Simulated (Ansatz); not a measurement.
## Electronic structure of BCl2HSi in real space

```xyz
5

B    -0.1650    0.8866    0.0698
Cl    0.9434   -1.8158   -0.1883
Cl    0.1871    1.8674   -1.3560
Si    1.4277   -0.0627    0.9349
H    -1.3026    0.8354    0.4115
```

Geometry: B3LYP-D3(BJ)/6-311G**.

These are results of isolated molecule in a Gaussian basis; Kohn-Sham density functional theory, functional PBE0 in Ansatz 0.2.0, not measurements.

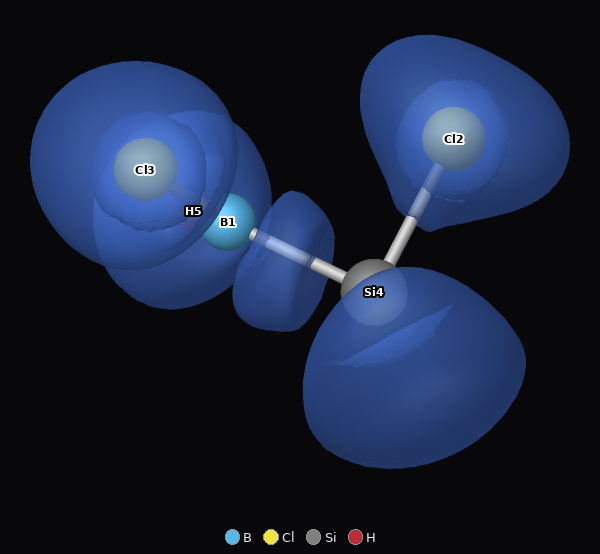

Figure 1. Isosurface of the electron localisation function at 0.75 (blue), seen from one side. Only the valence region is drawn (cores and ρ < 0.01 e/Å³ removed).

**Where are the electrons localised?**

The ELF exceeds this value in one region between bonded B–Si atoms (shared pairs), one region around a hydrogen nucleus, two regions on Cl in which the atom's valence shell and bonds are merged and one lobe on Si, pointing away from the bonds (lone pairs). Profiles from the grid: B–Cl (1.77 Å): the ELF peaks at about 0.90 between the atoms, as expected for a polar covalent bond. Si–B (2.05 Å): the ELF peaks at about 1 between the atoms; a covalent bond.

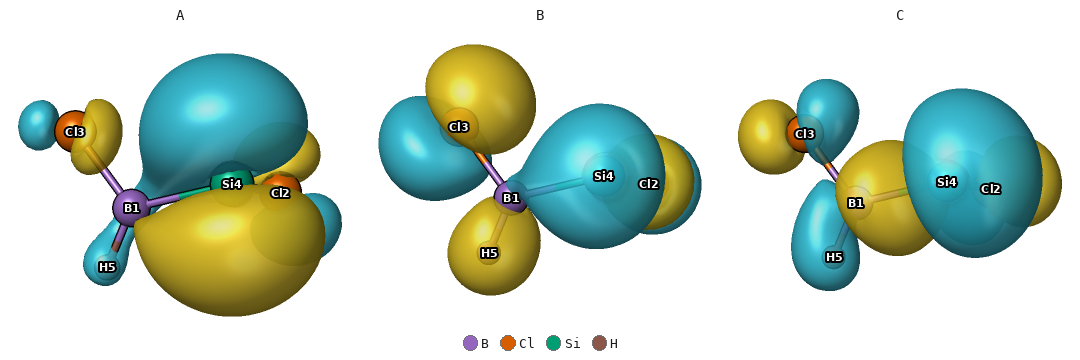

Figure 2. Three frontier orbitals at ±0.08 Å⁻³ᐟ² (yellow and cyan are the two phases), in no order.

**Order the three orbitals by energy and name them.**

B is the HOMO−1 (−9.07 eV). By Hirshfeld shares it lies mainly on Cl3 (about 50 %), Si4 (about 25 %), Cl2 (about 15 %), B1 (about 10 %) and H5 (about 5 %). C is the HOMO (−6.69 eV). Its weight (Hirshfeld) is mainly on Si4 (about 55 %), B1 (about 20 %), Cl2 (about 15 %) and Cl3 (about 10 %). A is the LUMO (−3.12 eV). By Hirshfeld shares it lies mainly on Si4 (about 75 %), Cl2 (about 10 %) and B1 (about 10 %).

**What is the HOMO–LUMO gap?**

3.57 eV between the orbital energies.

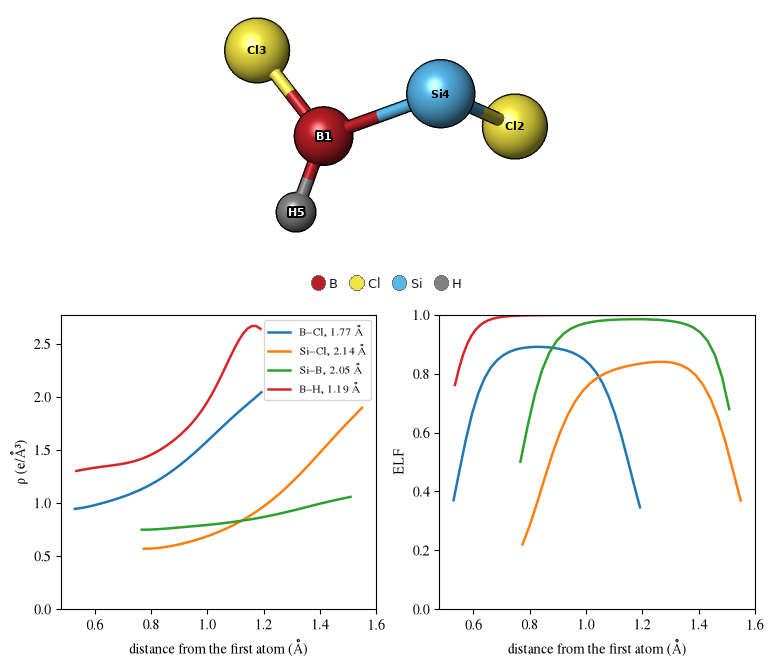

Figure 3. Electron density and ELF along straight lines between neighbouring atoms. The curves leave out the atomic cores. The structure is drawn too.

**Compare the contacts.**

B–Cl (1.77 Å): the density is about 1.3 e/Å³ at the midpoint; the ELF peaks at about 0.90 between the atoms, as expected for a polar covalent bond.
Si–Cl (2.14 Å): ρ at the midpoint is about 0.76 e/Å³; the ELF peaks at about 0.85 between the atoms, as expected for a shared but strongly polarised pair.
Si–B (2.05 Å): ρ is about 0.8 e/Å³ halfway; the ELF peaks at about 1 between the atoms: localised, covalent bonding.
B–H (1.19 Å): the density is about 1.3 e/Å³ at the midpoint; the ELF climbs to about 1 towards the hydrogen, as it does in any bond to H (a covalent bond by its length).
